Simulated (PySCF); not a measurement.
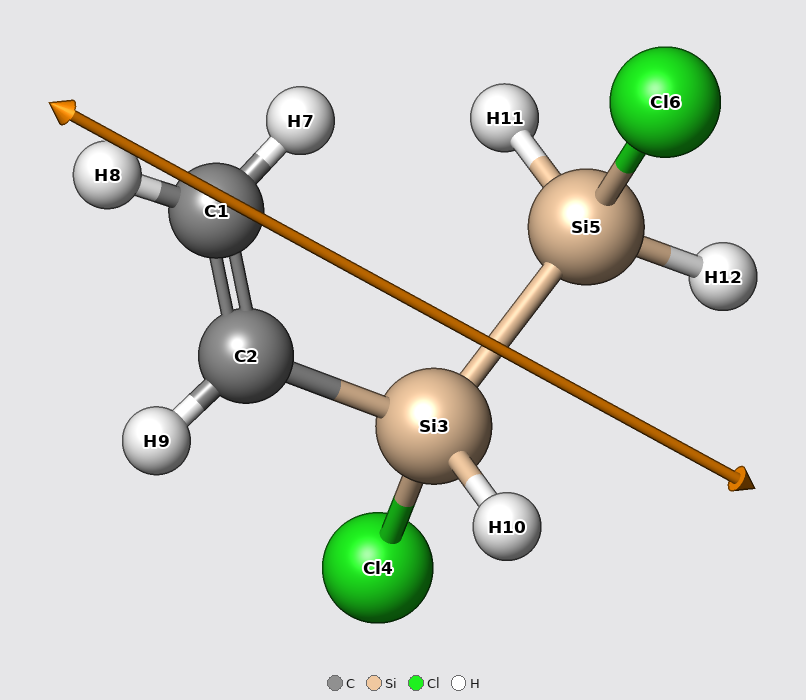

The double arrow shows the direction of the transition dipole to excited singlet state 7 (its length means nothing). Computed geometry: GFN2-xTB optimisation. No frequency run is at hand to confirm it as a minimum. Properties computed with TDDFT CAM-B3LYP/def2-SVPD, vertical, gas phase, core orbitals frozen in the response (PySCF 2.14.0).

Question. How is the transition polarised?

Answer. Nearly parallel to the C2–Si3 bond.

Question. Give its energy, strength and character.

Answer. 7.34 eV (169 nm), oscillator strength 0.12, of mixed character, with the largest part HOMO−1 → LUMO+1 (weight 0.32); transition dipole 2.05 D.

The geometry is semi-empirical. Around Si such bond lengths and angles can be off by a tenth of an ångström or more and by several degrees, and values that hang on the shape move with them.
